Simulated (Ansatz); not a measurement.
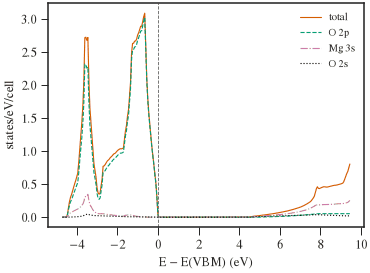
Total and projected density of states of MgO (rock salt, Fm-3m), DFT-PBE in the program Ansatz with PAW potentials

Q: Which orbitals carry the states next to the gap?

A: Top 1 eV of the valence band: O 2p 98 %. Bottom 1 eV of the conduction band: Mg 3s 55 %, O 2s 34 %, O 2p 9 %. Projections are on Löwdin-orthogonalised atomic valence shells; empty p or d shells of many metals are not among them.

Q: Where is the tallest occupied peak in this window, and what makes it?

A: Near -0.6 eV, about 3.1 states/eV per cell; the largest projected share is O 2p.

The cell was relaxed with PBE under the symmetry of its start; phonons on a q-mesh show no instability.

Potentials: the later of the program's two PAW sets.
